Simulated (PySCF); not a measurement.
C6H6P (SMILES [PH-]c1ccccc1) (charge −1)

| atom | x (Å) | y (Å) | z (Å) |
| --- | --- | --- | --- |
| P | 2.7794 | -0.6559 | -0.3625 |
| C | 1.0693 | -0.2834 | -0.1513 |
| C | 0.1009 | -1.2585 | -0.4697 |
| C | -1.2421 | -1.0137 | -0.3222 |
| C | -1.6948 | 0.2140 | 0.1500 |
| C | -0.7581 | 1.1892 | 0.4699 |
| C | 0.5882 | 0.9524 | 0.3250 |
| H | 3.2210 | 0.5749 | 0.0727 |
| H | 0.4432 | -2.2182 | -0.8386 |
| H | -1.9622 | -1.7864 | -0.5767 |
| H | -2.7552 | 0.4056 | 0.2658 |
| H | -1.0967 | 2.1533 | 0.8397 |
| H | 1.3027 | 1.7271 | 0.5802 |

Geometry: GFN2-xTB.

Method: wB97X-D/def2-SVPD, SCF density, gas phase in PySCF.

> What can the converged electron density and electron localisation function tell about the bonding?

C–C (1.37 Å): the density is about 2.1 e/Å³ at the midpoint; the ELF peaks at about 0.95 between the atoms, as expected for localised, covalent bonding.
C–P (1.76 Å): the density is about 1.2 e/Å³ at the midpoint; the ELF peaks at about 0.95 between the atoms: localised, covalent bonding.
C–H (1.08 Å): ρ is about 2 e/Å³ halfway; the ELF climbs to about 1 towards the hydrogen, as it does in any bond to H: an ordinary covalent bond to hydrogen.
P–H (1.38 Å): ρ is about 1 e/Å³ halfway; the ELF climbs to about 1 towards the hydrogen.

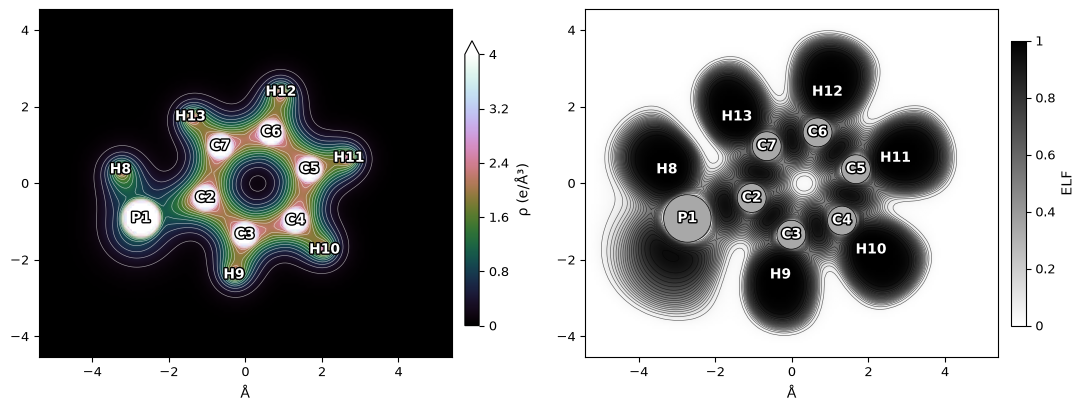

Computed electron density and electron localisation function on the molecular plane, in this order. Grey discs cover the atomic cores in the ELF map. 
